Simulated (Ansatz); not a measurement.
**B2PLYP/def2-TZVPP run of CH3Cl (chloromethane)**

Aim: the electronic atomisation energy of CH3Cl (chloromethane) at B2PLYP/def2-TZVPP, from 4 runs. 

The calculation is run with Ansatz 0.2.0.

44 further runs of the same task are left out: 44 set aside as unsound or not needed.

### 1 Starting point

CH3Cl: 5 atoms, total charge 0, spin state singlet. SMILES: `CCl`. The coordinates come from a PBE0-D4/def2-TZVP relaxation.

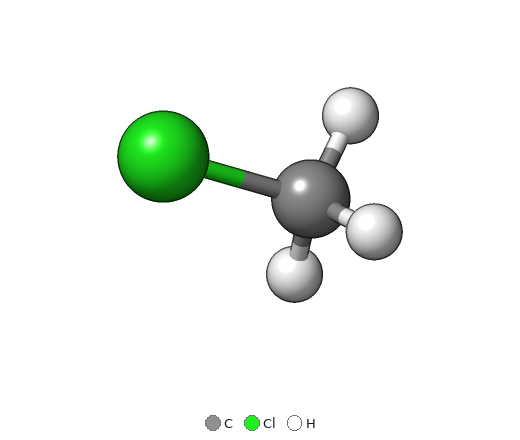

The structure, seen from a chosen angle (carbon grey, chlorine green, hydrogen white).

### 2 The energy at B2PLYP/def2-TZVPP

File input.yaml:

```yaml
crystal:
  periodic: [false, false, false]
  atoms:
    - {symbol: C, position_ang: [-0.120900, 0.010000, 0.051300]}
    - {symbol: Cl, position_ang: [1.469400, -0.290800, -0.672500]}
    - {symbol: H, position_ang: [-0.284800, -0.715400, 0.844700]}
    - {symbol: H, position_ang: [-0.880000, -0.097100, -0.720100]}
    - {symbol: H, position_ang: [-0.133800, 1.019700, 0.455100]}
basis:
  gaussian: {orbitals: def2-TZVPP}
hamiltonian: {xc: {name: B2PLYP}}
correlation: {frozen_orbitals: {C: 1, Cl: 5, H: 0}}
accuracy: high
output: {orbitals: {seedname: orbitals}}
```

Started as:

```console
$ ansatz run input.yaml --threads 1 --pin off --max-ram 3480MiB --events-out events.jsonl --progress --plain --runs-dir runs
```

Output:

```text
Warning: RAYON_NUM_THREADS=1 ignored (pool sized by the plan → 1); use --threads N
Functional definition: B2PLYP
  name "B2PLYP"
  parameter a = 0.53
  parameter c = 0.27
  exchange = (1 - a)*b88_x + a*exact_x
  correlation = (1 - c)*lyp_c + c*(mp2_os + mp2_ss)
1908 factors; integrals over basis functions are off by at most 4.0e-9 eV
mean field evaluation 1: about -13600.1748 eV, gradient 2.5e1 eV
mean field evaluation 2: about -13600.1756 eV, gradient 2.5e1 eV
mean field evaluation 4: about -13601.4956 eV, gradient 2.7e0 eV
mean field evaluation 8: about -13601.5090 eV, gradient 2.3e-2 eV
mean field evaluation 16: about -13601.5090 eV, gradient 6.4e-7 eV
mean field -13601.50896422 eV, -499.8462350011 hartree, gradient 5.8e-8 eV, S^2 0.000000; 0 other end points of the search recorded, 0 dependent functions left out
6 core orbitals not correlated: weight in the atoms' cores, before any rotation towards them, 1.000 or more for the frozen orbitals, at most 0.000 for the correlated occupied ones
reference -13601.50898418 eV, -499.8462357347 hartree; 7, 7 occupied and 102, 102 virtual orbitals, 1908 factors
second order -12.28060000 eV of doubles, -0.00000000 eV of singles
Total energy: -13604.82474618 eV, -499.9680877408 hartree
```

It took 6.6 s on 1 thread of Arm Neoverse V2, shared host; peak memory 0.29 GiB.

### 3 The C atom

File input.yaml:

```yaml
crystal:
  periodic: [false, false, false]
  atoms:
    - {symbol: C, position_ang: [0.000000, 0.000000, 0.000000]}
basis:
  gaussian:
    orbitals: def2-TZVPP
accuracy: high
magnetization:
  spin_polarized: true
  initial_magnetization: 2
hamiltonian:
  xc: {name: B2PLYP}
correlation:
  frozen_orbitals: {C: 1}
```

Run the same way, it converges to -37.82703 Eh (log not shown).

### 4 The Cl atom at the same level

File job.yaml:

```yaml
crystal:
  periodic: [false, false, false]
  atoms:
    - {symbol: Cl, position_ang: [0.000000, 0.000000, 0.000000]}
basis:
  gaussian: {orbitals: def2-TZVPP}
hamiltonian: {xc: {name: B2PLYP}}
magnetization: {spin_polarized: true, initial_magnetization: 1}
correlation: {frozen_orbitals: {Cl: 5}}
accuracy: high
```

Started as:

```console
$ ansatz run job.yaml --threads 1 --pin off --max-ram 3480MiB --events-out events.jsonl --progress --plain --runs-dir runs
```

Output:

```text
Warning: RAYON_NUM_THREADS=1 ignored (pool sized by the plan → 1); use --threads N
[... 6 set-up lines as earlier in the session ...]
413 factors; integrals over basis functions are off by at most 2.9e-9 eV
mean field evaluation 1: about -12516.2997 eV, gradient 4.8e0 eV
mean field evaluation 2: about -12516.3026 eV, gradient 4.8e0 eV
mean field evaluation 4: about -12516.4215 eV, gradient 2.5e-1 eV
mean field evaluation 8: about -12516.4226 eV, gradient 2.3e-3 eV
mean field evaluation 16: about -12516.4226 eV, gradient 2.6e-7 eV
mean field -12516.42257201 eV, -459.9700455856 hartree, gradient 9.2e-9 eV, S^2 0.755237; 0 other end points of the search recorded, 0 dependent functions left out
5 core orbitals not correlated: weight in the atoms' cores, before any rotation towards them, 1.000 or more for the frozen orbitals, at most 0.000 for the correlated occupied ones
reference -12516.42258564 eV, -459.9700460864 hartree; 4, 3 occupied and 33, 34 virtual orbitals, 413 factors
second order -5.23544055 eV of doubles, -0.00000000 eV of singles
Total energy: -12517.83615459 eV, -460.0219937871 hartree
```

Wall time 1.1 s (1 thread of Arm Neoverse V2, shared host).

### 5 The H atom

File run.yaml:

```yaml
crystal:
  periodic: [false, false, false]
  atoms:
    - {symbol: H, position_ang: [0.000000, 0.000000, 0.000000]}
basis:
  gaussian: {orbitals: def2-TZVPP}
accuracy: high
magnetization: {spin_polarized: true, initial_magnetization: 1}
hamiltonian: {xc: {name: B2PLYP}}
correlation: {frozen_orbitals: {H: 0}}
```

Started as:

```console
$ ansatz run run.yaml --threads 1 --pin off --max-ram 3480MiB --events-out events.jsonl --progress --plain --runs-dir runs
```

Output:

```text
Warning: RAYON_NUM_THREADS=1 ignored (pool sized by the plan → 1); use --threads N
[... 6 set-up lines as earlier in the session ...]
92 factors; integrals over basis functions are off by at most 9.3e-10 eV
mean field evaluation 1: about -13.5553 eV, gradient 9.2e-1 eV
mean field evaluation 2: about -13.5550 eV, gradient 9.2e-1 eV
mean field evaluation 4: about -13.5680 eV, gradient 4.0e-3 eV
mean field evaluation 8: about -13.5679 eV, gradient 2.0e-8 eV
mean field -13.56793857 eV, -0.4986125459 hartree, gradient 1.1e-8 eV, S^2 0.750000; 0 other end points of the search recorded, 0 dependent functions left out
reference -13.56795340 eV, -0.4986130906 hartree; 1, 0 occupied and 13, 14 virtual orbitals, 92 factors
second order 0.00000000 eV of doubles, -0.00000000 eV of singles
Total energy: -13.56795340 eV, -0.4986130906 hartree
```

Run time: 0.14 s. Hardware: 1 thread of Arm Neoverse V2, shared host.

### 6 What came out

At B2PLYP/def2-TZVPP, 6 core orbitals frozen:

| quantity | value |
| --- | --- |
| molecule: total energy | -499.96809 Eh |
| molecule: HOMO energy (SCF part's orbitals) | -9.67 eV |
| molecule: LUMO energy (SCF part's orbitals) | 2.02 eV |
| molecule: HOMO–LUMO gap (SCF part's orbitals) | 11.70 eV |
| C atom: total energy | -37.82703 Eh |
| C atom: ⟨S²⟩ | 2.006 |
| Cl atom: total energy | -460.02199 Eh |
| Cl atom: ⟨S²⟩ | 0.755 |
| H atom: total energy | -0.49861 Eh |
| H atom: ⟨S²⟩ | 0.750 |
| electronic atomisation energy | 16.959 eV |

In words: Taking the molecule apart into free atoms costs 16.96 eV (1636 kJ/mol), before zero-point energy and without spin-orbit coupling.
